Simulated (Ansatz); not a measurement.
**Converging the k-point mesh: InP (R3m, 2 atoms in the cell)**

```xyz
2
Lattice="0.0000 2.9262 2.9262 2.9262 0.0000 2.9262 2.9262 2.9262 0.0000" Properties=species:S:1:pos:R:3 pbc="T T T"
In     0.0289     0.0289     0.0289
P      1.4631     1.4631     1.4631
```

Level of theory: LDA (PW92), PAW files made with PBE (plane waves; Ansatz, a quantum-chemistry and plane-wave program).

Base settings: basis.ecutwfc = 420 eV; kpoints.mp_grid.grid = 7 7 7; hamiltonian.xc = lda; hamiltonian.pseudopotentials = {kind: paw} (the program's default PAW files); scf.occupations.method = fermi_dirac; scf.occupations.width = 0.02 eV.

The second cell is the first with its lattice scaled by 0.98.

Only quantities that move along the ladder and can be compared are tabulated.

The count of work is k-points × plane waves × bands × iterations; it is no time. 

The starting cell has typed, rounded lattice constants, without a prior relaxation at this level. Its lattice was rescaled by up to half a per cent. One atom was moved a little off its site on purpose. Ansatz's pressure includes its estimate of the finite-basis (Pulay) stress.

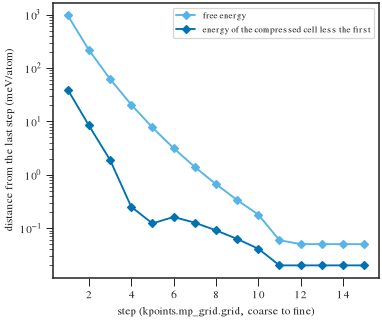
Figure: Distance from the last step along the ladder; very small values are drawn at a floor.

| kpoints.mp_grid.grid | free energy less the last step's (meV/atom) | energy of the compressed cell less the first (meV/atom) | pressure (GPa) | largest difference of a force vector from the last step's (eV/Å) | gap on the mesh (eV) | count of work / last |
|---|---|---|---|---|---|---|
| 2 2 2 | 967.77 | 52.13 | 3.11 | 0.033 | 0.288 | 0.0045 |
| 3 3 3 | 217.41 | 21.07 | -0.03 | 0.014 | 0.394 | 0.0067 |
| 4 4 4 | 62.08 | 14.58 | -0.67 | 0.006 | 0.428 | 0.015 |
| 5 5 5 | 20.59 | 12.94 | -0.82 | 0.002 | 0.441 | 0.021 |
| 6 6 6 | 7.68 | 12.56 | -0.85 | 0.001 | 0.446 | 0.036 |
| 7 7 7 | 3.15 | 12.52 | -0.86 | 0.001 | 0.448 | 0.049 |
| 8 8 8 | 1.40 | 12.56 | -0.85 | 0.000 | 0.449 | 0.073 |
| 9 9 9 | 0.67 | 12.59 | -0.85 | 0.000 | 0.450 | 0.095 |
| 10 10 10 | 0.34 | 12.62 | -0.84 | 0.000 | 0.450 | 0.13 |
| 11 11 11 | 0.18 | 12.64 | -0.84 | 0.000 | 0.450 | 0.16 |
| 13 13 13 | 0.06 | 12.67 | -0.84 | 0.000 | 0.450 | 0.26 |
| 14 14 14 | 0.04 | 12.67 | -0.83 | 0.000 | 0.450 | 0.32 |
| 15 15 15 | 0.02 | 12.68 | -0.83 | 0.000 | 0.450 | 0.39 |
| 17 17 17 | 0.01 | 12.68 | -0.83 | 0.000 | 0.450 | 0.55 |
| 19 19 19 | 0.00 | 12.68 | -0.83 | 0.000 | 0.450 | 0.75 |
| 21 21 21 | 0.00 | 12.69 | -0.83 | 0.000 | 0.450 | 1.0 |

Coarsest kpoints.mp_grid.grid that holds the free energy within 0.5 meV/atom of the last step, with all finer ones: 10 10 10, at 0.13 of the last step's count of work; the step before is off by 0.67 meV/atom.

Coarsest kpoints.mp_grid.grid that holds the pressure within 0.5 GPa of the last step, with all finer ones: 4 4 4, at 0.015 of the last step's count of work; the step before is off by 0.81 GPa.

Coarsest kpoints.mp_grid.grid that holds the forces within 0.01 eV/Å of the last step, with all finer ones: 4 4 4, at 0.015 of the last step's count of work; the step before is off by 0.014 eV/Å.

The energy difference between the two cells stays within 1 meV/atom of the last step's from 5 5 5 on, the total only from 9 9 9 on: much of the error is common to both cells and cancels.

Keys are those of Ansatz 0.2.
